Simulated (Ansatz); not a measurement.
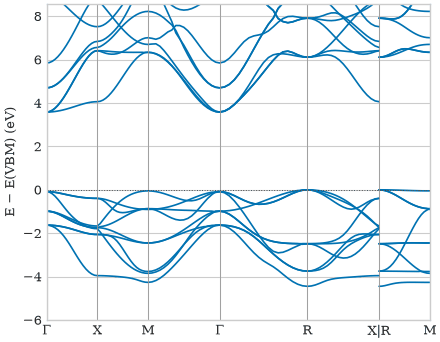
Figure: Band structure from PBEsol in the plane-wave PAW code Ansatz

### Question
Read off the gap and where the band edges lie.

### Answer
About 3.6 eV (3.58 eV by a search for the band edges); maximum at R, minimum at Γ.

The material is BaHfO$_{3}$ (cubic perovskite, space group No. 221).

Space group Pm-3m (cubic perovskite). The PBEsol relaxation kept the symmetry of its start. No spin polarisation was allowed. Scalar-relativistic: spin–orbit coupling is off unless named, which matters more the heavier the elements.

Potentials: the later of the program's two PAW sets.
